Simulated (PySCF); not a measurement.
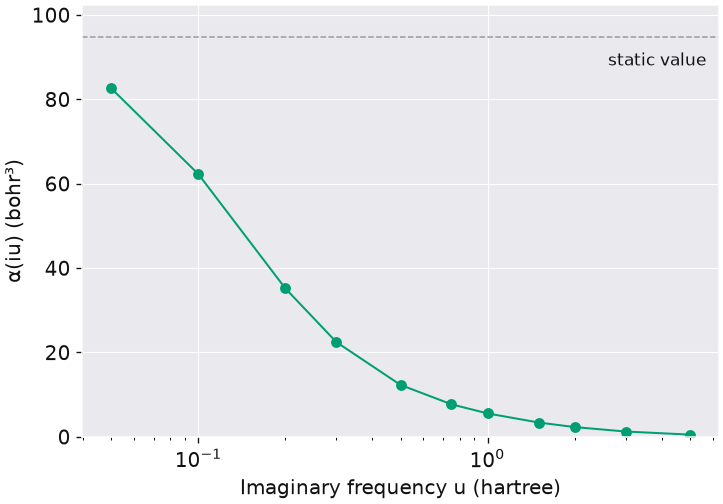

Dipole polarisability at imaginary frequency of Rh ([Kr] 4d⁷ 5s 5p). Coupled response at the PBE0 level; PySCF, aug-cc-pwCVDZ-PP with a 28-electron core potential, unrestricted single determinants, no spin-orbit coupling.

Question: Describe the response.

Answer: The static dipole polarisability is 94.8 bohr³; α(iu) falls to half of it near u = 0.15 hartree. The Casimir–Polder integral gives C₆ = 1040 hartree bohr⁶ for two such species.

Caveat: determinant is not a pure L term.
